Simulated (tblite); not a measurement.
**Geometry relaxation of C3H8O3Si2 (part 1 of 2)**

The run: geometry relaxation of C3H8O3Si2. Method and program: GFN2-xTB geometry optimisation, gas phase (tblite 0.8.0).

It belongs to a series of runs on one base structure; here: terminal Si group replaced by H.

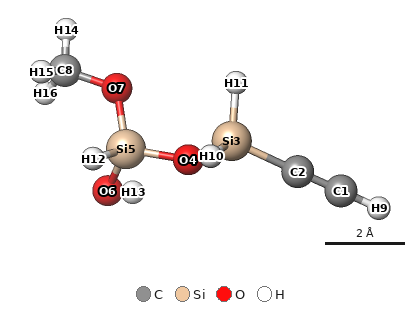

The input geometry (ball-and-stick view, seen at a tilt; atoms are numbered from 1 in the order of the input).

**Summary**

```csv
quantity,value
outcome,converged
total energy,−715.3369 eV
hardware,"1 CPU thread, shared host"
wall time,1.6 s
peak memory,0.24 GiB
```

**Input**
```
{"job": {"kind": "relax", "xc": "GFN2-xTB", "basis": "xTB"}, "charge": 0, "multiplicity": 1}
C      4.647200    -0.733800    -0.275800
C      3.458000    -0.920200    -0.133700
Si     1.637500    -1.226100     0.111300
O      0.699200    -0.092600    -0.682500
Si    -0.898700     0.205400    -0.900100
O     -1.056500     1.386900    -2.055300
O     -1.591200     0.741300     0.496100
C     -2.991900     0.924600     0.532900
H      5.686700    -0.560900    -0.408600
H      1.275800    -2.570800    -0.402600
H      1.300500    -1.204700     1.553200
H     -1.594300    -1.016200    -1.366800
H     -0.459300     2.140600    -1.913100
H     -3.271900     1.258500     1.528800
H     -3.529600    -0.012100     0.336300
H     -3.319000     1.689200    -0.173300
```

The first line tells a small driver script what to run in tblite; the rest is the geometry in Å.

Run as:
```bash
OMP_NUM_THREADS=1 python <driver script> task.json out
```

**The program's output**
```
step      E/eV     max force
  0    -714.99783    1.066
  1    -715.03544    1.858
  2    -715.07498    1.194
  3    -715.10294    0.470
  4    -715.12299    0.310
  5    -715.13843    0.339
  6    -715.16016    0.400
  7    -715.17605    0.292
  8    -715.18587    0.230
  9    -715.19261    0.217
 10    -715.19812    0.217
 11    -715.20222    0.161
 12    -715.20600    0.177
 13    -715.21042    0.168
 14    -715.21516    0.171
 15    -715.21890    0.181
 16    -715.22176    0.165
 17    -715.22492    0.163
 18    -715.22871    0.186
 19    -715.23245    0.175
 20    -715.23520    0.135
 21    -715.23692    0.103
 22    -715.23828    0.102
 23    -715.24004    0.113
 24    -715.24210    0.113
 25    -715.24382    0.096
 26    -715.24499    0.068
 27    -715.24603    0.077
 28    -715.24739    0.093
 29    -715.24934    0.140
 30    -715.25156    0.148
 31    -715.25359    0.107
 32    -715.25515    0.083
 33    -715.25627    0.082
 34    -715.25740    0.088
 35    -715.25877    0.091
 36    -715.26022    0.085
 37    -715.26154    0.102
 38    -715.26281    0.115
 39    -715.26435    0.107
 40    -715.26618    0.099
 41    -715.26805    0.152
 42    -715.27005    0.094
 43    -715.27120    0.311
 44    -715.27368    0.112
 45    -715.27555    0.115
 46    -715.27774    0.191
 47    -715.27996    0.184
 48    -715.28147    0.135
 49    -715.28315    0.157
 50    -715.28486    0.100
 51    -715.28608    0.077
 52    -715.28812    0.071
 53    -715.28916    0.104
 54    -715.29031    0.123
 55    -715.29108    0.119
 56    -715.29218    0.098
 57    -715.29360    0.111
 58    -715.29542    0.114
 59    -715.29729    0.116
 60    -715.29901    0.178
 61    -715.29826    0.352
 62    -715.30155    0.314
 63    -715.30349    0.120
 64    -715.30524    0.105
 65    -715.30837    0.370
 66    -715.30986    0.073
 67    -715.31095    0.075
 68    -715.31050    0.646
 69    -715.31424    0.088
 70    -715.31511    0.063
 71    -715.31593    0.275
 72    -715.31666    0.118
 73    -715.31732    0.047
 74    -715.31815    0.041
 75    -715.31839    0.040
 76    -715.31851    0.029
 77    -715.31868    0.032
 78    -715.31880    0.028
 79    -715.31892    0.027
 80    -715.31899    0.018
 81    -715.31904    0.017
 82    -715.31908    0.018
 83    -715.31915    0.024
 84    -715.31927    0.033
 85    -715.31945    0.042
 86    -715.31967    0.045
 87    -715.31989    0.052
 88    -715.32007    0.043
 89    -715.32022    0.054
 90    -715.32033    0.026
 91    -715.32043    0.026
 92    -715.32057    0.027
 93    -715.32086    0.050
 94    -715.32124    0.072
 95    -715.32171    0.070
 96    -715.32202    0.046
 97    -715.32215    0.023
 98    -715.32220    0.019
 99    -715.32228    0.023
100    -715.32244    0.027
101    -715.32265    0.027
102    -715.32279    0.026
103    -715.32288    0.034
104    -715.32300    0.030
105    -715.32315    0.045
106    -715.32339    0.041
107    -715.32364    0.042
108    -715.32385    0.043
109    -715.32404    0.029
110    -715.32424    0.033
111    -715.32443    0.023
112    -715.32453    0.024
113    -715.32463    0.022
114    -715.32468    0.017
115    -715.32477    0.021
116    -715.32482    0.025
117    -715.32491    0.020
118    -715.32497    0.017
119    -715.32502    0.015
120    -715.32505    0.013
121    -715.32507    0.013
122    -715.32512    0.018
123    -715.32521    0.028
124    -715.32536    0.036
125    -715.32553    0.034
126    -715.32566    0.022
127    -715.32575    0.026
128    -715.32581    0.027
129    -715.32588    0.035
130    -715.32599    0.030
131    -715.32617    0.020
132    -715.32622    0.020
133    -715.32625    0.016
134    -715.32627    0.013
135    -715.32630    0.011
136    -715.32632    0.011
137    -715.32634    0.012
138    -715.32637    0.012
139    -715.32640    0.014
140    -715.32644    0.017
141    -715.32648    0.016
142    -715.32655    0.025
143    -715.32666    0.037
144    -715.32681    0.038
145    -715.32698    0.031
146    -715.32709    0.027
147    -715.32700    0.054
148    -715.32725    0.042
149    -715.32727    0.041
150    -715.32745    0.022
151    -715.32762    0.046
152    -715.32781    0.022
153    -715.32789    0.033
154    -715.32794    0.022
155    -715.32800    0.018
156    -715.32806    0.019
157    -715.32812    0.019
158    -715.32819    0.014
159    -715.32823    0.016
160    -715.32826    0.012
161    -715.32828    0.023
162    -715.32830    0.018
163    -715.32832    0.014
164    -715.32833    0.010
165    -715.32836    0.011
166    -715.32838    0.012
167    -715.32841    0.012
168    -715.32843    0.011
169    -715.32846    0.013
170    -715.32849    0.012
171    -715.32851    0.015
172    -715.32854    0.013
173    -715.32856    0.013
174    -715.32860    0.020
175    -715.32865    0.023
176    -715.32874    0.021
177    -715.32886    0.027
178    -715.32903    0.032
179    -715.32930    0.046
180    -715.32912    0.079
181    -715.33015    0.092
182    -715.33076    0.075
183    -715.33082    0.348
184    -715.33287    0.070
185    -715.33340    0.074
186    -715.33377    0.215
187    -715.33421    0.042
188    -715.33442    0.040
189    -715.33477    0.075
190    -715.33503    0.072
191    -715.33519    0.125
192    -715.33554    0.062
193    -715.33572    0.062
194    -715.33600    0.043
195    -715.33612    0.069
196    -715.33627    0.049
197    -715.33644    0.058
198    -715.33656    0.048
199    -715.33666    0.046
200    -715.33675    0.041
201    -715.33680    0.014
202    -715.33680    0.053
203    -715.33684    0.010
204    -715.33685    0.007
```

**Trajectory as extended XYZ (Å, eV, eV/Å), 14 of the 205 frames kept, from step=0 to step=204**
```
16
Properties=species:S:1:pos:R:3:forces:R:3 step=0 energy=-714.99783
C     4.6472   -0.7338   -0.2758   -0.7420  -0.0750   0.0610
C     3.4580   -0.9202   -0.1337    0.6190   0.3290  -0.2260
Si    1.6375   -1.2261    0.1113   -0.6210   0.0830  -0.0210
O     0.6992   -0.0926   -0.6825   -0.1270  -0.4860   0.5500
Si   -0.8987    0.2054   -0.9001    0.1170   0.2450  -0.3630
O    -1.0565    1.3869   -2.0553    0.6600  -0.2450   0.8010
O    -1.5912    0.7413    0.4961   -0.1670  -0.3430  -0.4560
C    -2.9919    0.9246    0.5329    0.0670  -0.0480   0.2670
H     5.6867   -0.5609   -0.4086   -0.3460  -0.0930   0.0650
H     1.2758   -2.5708   -0.4026    0.1250   0.3140  -0.0740
H     1.3005   -1.2047    1.5532    0.1300   0.1680  -0.2520
H    -1.5943   -1.0162   -1.3668    0.2960   0.5240   0.0150
H    -0.4593    2.1406   -1.9131   -0.4540  -0.4720  -0.2730
H    -3.2719    1.2585    1.5288    0.1470   0.0380   0.2010
H    -3.5296   -0.0121    0.3363    0.1900   0.1680  -0.1200
H    -3.3190    1.6892   -0.1733    0.1050  -0.1070  -0.1740
16
Properties=species:S:1:pos:R:3:forces:R:3 step=16 energy=-715.22176
C     4.5340   -0.6967   -0.2953    0.0310  -0.0020   0.0120
C     3.3461   -0.8285   -0.1736    0.0360   0.0230   0.0300
Si    1.5830   -1.2416    0.1847   -0.0870   0.0120   0.0030
O     0.6531   -0.1055   -0.5132   -0.0530  -0.0030  -0.0540
Si   -0.8796    0.1881   -0.9239   -0.0440  -0.0090   0.0380
O    -0.9649    1.3259   -2.0756    0.0200  -0.0150   0.0620
O    -1.5975    0.6073    0.4743    0.0150  -0.0220   0.0400
C    -2.9604    0.9113    0.5698    0.0100  -0.0010  -0.0340
H     5.5706   -0.5728   -0.4079    0.0920   0.0660  -0.0630
H     1.2971   -2.5297   -0.4481   -0.0640  -0.0500   0.0260
H     1.3629   -1.1986    1.6280   -0.0310  -0.0370   0.0450
H    -1.5316   -0.9473   -1.5505    0.0530  -0.0010  -0.0420
H    -0.4557    2.1298   -2.0101    0.0370   0.0090  -0.0190
H    -3.1893    1.2724    1.5734    0.1650  -0.0020   0.0030
H    -3.5533    0.0163    0.3748   -0.0730   0.0220  -0.0350
H    -3.2222    1.6786   -0.1602   -0.1090   0.0100  -0.0120
16
Properties=species:S:1:pos:R:3:forces:R:3 step=31 energy=-715.25359
C     4.4924   -0.6291   -0.3178   -0.0270  -0.0190  -0.0020
C     3.3237   -0.8309   -0.1157    0.0100   0.0000  -0.0380
Si    1.5540   -1.2712    0.2290    0.0290   0.0030   0.0050
O     0.6422   -0.1492   -0.5140    0.0340   0.0130  -0.0060
Si   -0.8740    0.1598   -0.9733   -0.0050   0.0120  -0.0110
O    -0.9203    1.3608   -2.0612    0.0060   0.0250   0.0420
O    -1.6392    0.4815    0.4202   -0.0180   0.0730  -0.0260
C    -2.9589    0.9138    0.5857    0.0050  -0.0500   0.0460
H     5.5155   -0.4508   -0.5012   -0.0750   0.0260   0.0140
H     1.2434   -2.5699   -0.3788    0.0310   0.0080   0.0390
H     1.3076   -1.2202    1.6710   -0.0110  -0.0030  -0.0100
H    -1.4352   -0.9624   -1.6984   -0.0610  -0.0060  -0.0300
H    -0.3285    2.1090   -2.0319    0.0160  -0.0620   0.0350
H    -3.0667    1.2863    1.6057    0.0390   0.0480  -0.0120
H    -3.6459    0.0750    0.4508   -0.0220   0.0220  -0.0760
H    -3.2178    1.7064   -0.1233    0.0490  -0.0900   0.0300
16
Properties=species:S:1:pos:R:3:forces:R:3 step=47 energy=-715.27996
C     4.3635   -0.4916   -0.3814    0.0540   0.0310  -0.0050
C     3.2383   -0.8225   -0.1211   -0.1210  -0.0370   0.0640
Si    1.4979   -1.3292    0.2790    0.0330  -0.0120  -0.0080
O     0.6075   -0.2976   -0.6024   -0.0050  -0.0260  -0.0440
Si   -0.8902    0.1149   -1.0357    0.0120  -0.0660   0.0280
O    -0.8235    1.4856   -1.9016   -0.1320  -0.0390   0.0280
O    -1.6750    0.2983    0.3658    0.0260  -0.0020   0.0420
C    -2.9152    0.8982    0.5931    0.0120  -0.0030  -0.0140
H     5.3459   -0.1931   -0.6111    0.0280  -0.0080  -0.0070
H     1.2425   -2.6921   -0.1950    0.0150  -0.0010  -0.0030
H     1.1808   -1.1528    1.6960    0.0620   0.0070   0.0050
H    -1.4703   -0.9178   -1.8769   -0.0200   0.0500  -0.0150
H     0.0040    1.9504   -1.9504    0.1360   0.0950  -0.0800
H    -2.9051    1.3104    1.6036   -0.0540  -0.0150  -0.0060
H    -3.7055    0.1480    0.5090   -0.0300   0.0490   0.0080
H    -3.1033    1.6998   -0.1243   -0.0150  -0.0240   0.0080
16
Properties=species:S:1:pos:R:3:forces:R:3 step=63 energy=-715.30349
C     4.3454   -0.4553   -0.3804   -0.0500   0.0270  -0.0200
C     3.2288   -0.8133   -0.1126    0.0480   0.0010  -0.0470
Si    1.5055   -1.3714    0.2889   -0.0050   0.0090  -0.0120
O     0.5572   -0.4561   -0.6596    0.0090   0.0210   0.0040
Si   -0.9027    0.1245   -1.0152    0.0200   0.0220  -0.0270
O    -0.7706    1.5843   -1.7207    0.1070   0.0210   0.0510
O    -1.6933    0.2392    0.3893   -0.0050   0.0240  -0.0250
C    -2.9170    0.8868    0.5886    0.0280   0.0310   0.0130
H     5.3136   -0.1221   -0.6276   -0.0030  -0.0320   0.0300
H     1.2948   -2.7628   -0.1186    0.0240   0.0030   0.0210
H     1.2329   -1.1062    1.6999   -0.0190  -0.0180   0.0190
H    -1.5599   -0.7772   -1.9467    0.0100  -0.0450  -0.0230
H     0.0639    1.8670   -2.0885   -0.0990  -0.0600   0.0050
H    -2.9214    1.3080    1.5943   -0.0180  -0.0540   0.0490
H    -3.7349    0.1685    0.4861    0.0090   0.0550  -0.0010
H    -3.0499    1.6952   -0.1303   -0.0560  -0.0060  -0.0350
16
Properties=species:S:1:pos:R:3:forces:R:3 step=78 energy=-715.31880
C     4.3504   -0.4485   -0.3878   -0.0070  -0.0050   0.0050
C     3.2316   -0.8110   -0.1373    0.0170   0.0060   0.0060
Si    1.5223   -1.3837    0.2996   -0.0140   0.0090   0.0140
O     0.5297   -0.5058   -0.6348   -0.0030   0.0000  -0.0010
Si   -0.8970    0.1395   -1.0140    0.0190   0.0090   0.0150
O    -0.7058    1.6384   -1.6121    0.0080  -0.0050  -0.0030
O    -1.7329    0.2330    0.3606   -0.0060   0.0080   0.0040
C    -2.9414    0.8955    0.5927   -0.0110   0.0100   0.0020
H     5.3289   -0.1306   -0.6100    0.0030   0.0050  -0.0140
H     1.3498   -2.7876   -0.0820   -0.0060  -0.0040  -0.0070
H     1.2673   -1.1228    1.7167   -0.0060   0.0010  -0.0130
H    -1.5163   -0.7297   -2.0041   -0.0040  -0.0100  -0.0060
H    -0.0091    1.8205   -2.2357   -0.0100  -0.0060   0.0020
H    -2.9332    1.2706    1.6171   -0.0030  -0.0190   0.0150
H    -3.7743    0.1986    0.4705    0.0000  -0.0030  -0.0060
H    -3.0775    1.7324   -0.0929    0.0240   0.0030  -0.0140
```
